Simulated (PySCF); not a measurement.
NMR shielding calculation, with input and output: C$_{4}$H$_{2}$F$_{2}$N$_{2}$

- system: C$_{4}$H$_{2}$F$_{2}$N$_{2}$ (2,4-difluoropyrimidine), SMILES Fc1ccnc(F)n1
- method: GIAO LDA/pcSseg-1 NMR shielding, non-relativistic, gas phase (PySCF 2.14.0)

Some settings of this run were made unusual or wrong on purpose. The geometry comes from this level: GFN2-xTB. Figures and captions count atoms from 1; the log counts them from 0 in places.

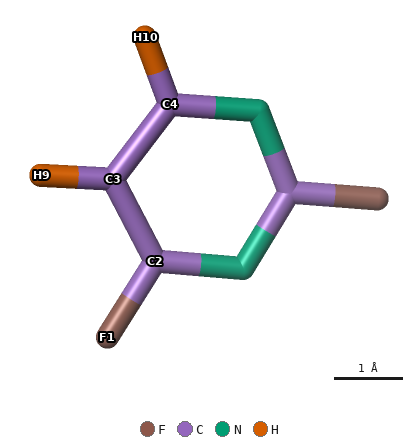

*The structure as given in the input (stick view, seen at a tilt; atoms are numbered from 1 in the order of the input).*

Input file:
```
{"job": {"kind": "nmr", "xc": "LDA", "basis": "pcSseg-1", "pop": false, "grid": 0, "scf": {"max_cycle": 74}}, "charge": 0, "multiplicity": 1}
F     -1.357027    -2.129400    -0.210121
C     -0.578420    -1.061930    -0.098095
C     -1.135967     0.211651    -0.084530
C     -0.222813     1.246972     0.037599
N      1.081808     1.034622     0.133129
C      1.470262    -0.217975     0.106387
F      2.766908    -0.437085     0.200346
N      0.712506    -1.290506    -0.004591
H     -2.197734     0.365631    -0.163765
H     -0.530640     2.282673     0.061114
```

The first line tells a small driver script what to run in PySCF; the rest is the geometry in Å.

Run on 1 CPU thread, shared host.

Launch command:
```bash
OMP_NUM_THREADS=1 python <driver script> task.json out
```

Log:
```
final grid: 9880 points
cycle   1  E = -459.1099017771  dE =  1.467e+00  |g| = 7.371e-01  |ddm| = 3.197e+00
cycle   2  E = -458.8402862959  dE =  2.696e-01  |g| = 1.408e+00  |ddm| = 1.395e+00
cycle   3  E = -459.2081853875  dE = -3.679e-01  |g| = 1.436e-01  |ddm| = 9.000e-01
cycle   4  E = -459.2101843567  dE = -1.999e-03  |g| = 1.173e-01  |ddm| = 2.230e-01
cycle   5  E = -459.2133992145  dE = -3.215e-03  |g| = 2.350e-02  |ddm| = 1.088e-01
cycle   6  E = -459.2135252005  dE = -1.260e-04  |g| = 6.493e-03  |ddm| = 2.324e-02
cycle   7  E = -459.2135303603  dE = -5.160e-06  |g| = 3.663e-03  |ddm| = 7.031e-03
cycle   8  E = -459.2135334475  dE = -3.087e-06  |g| = 4.181e-04  |ddm| = 3.204e-03
cycle   9  E = -459.2135334680  dE = -2.044e-08  |g| = 3.140e-04  |ddm| = 6.424e-04
cycle  10  E = -459.2135334909  dE = -2.295e-08  |g| = 7.420e-05  |ddm| = 2.825e-04
cycle  11  E = -459.2135334916  dE = -6.670e-10  |g| = 4.636e-05  |ddm| = 7.939e-05
cycle  12  E = -459.2135334921  dE = -4.882e-10  |g| = 5.651e-06  |ddm| = 3.950e-05
converged SCF energy = -459.2135334921

GIAO shielding tensors (ppm)
atom      isotropic    diamagn.    paramagn.     s11        s22        s33       span
  0 F      197.201     472.314    -275.113     86.595    230.178    274.829    188.234
  1 C       -2.797     249.439    -252.236    -82.847     10.792     63.665    146.512
  2 C       69.925     261.715    -191.790    -16.936     59.525    167.187    184.123
  3 C       11.058     252.331    -241.273    -93.930     -8.969    136.072    230.002
  4 N      -32.865     334.793    -367.659   -273.813    -92.273    267.490    541.303
  5 C        7.828     250.893    -243.065    -60.719     34.030     50.175    110.894
  6 F      185.761     469.812    -284.050     72.677    236.530    248.077    175.400
  7 N       -3.905     338.502    -342.407   -177.114    -42.417    207.816    384.930
  8 H       24.410      30.566      -6.156     22.148     24.000     27.081      4.933
  9 H       22.389      29.103      -6.714     18.598     22.651     25.917      7.319
```

Outcome:

```json
{"quantity": "outcome", "value": "converged"}
{"quantity": "total energy", "value": "−459.213533 hartree"}
{"quantity": "HOMO", "value": "−6.98 eV"}
{"quantity": "LUMO", "value": "−2.91 eV"}
{"quantity": "dipole moment", "value": "3.33 D"}
{"quantity": "isotropic shielding, F", "value": "185.8 to 197.2 ppm"}
{"quantity": "isotropic shielding, C", "value": "−2.8 to 69.9 ppm"}
{"quantity": "isotropic shielding, N", "value": "−32.9 to −3.9 ppm"}
{"quantity": "isotropic shielding, H", "value": "22.4 to 24.4 ppm"}
{"quantity": "wall time", "value": "7.1 s"}
{"quantity": "peak memory", "value": "0.56 GiB"}
```

Some settings of this run were drawn to be unusual or wrong; see grid = 0. It converged; results that depend on the unusual settings are not reference values.
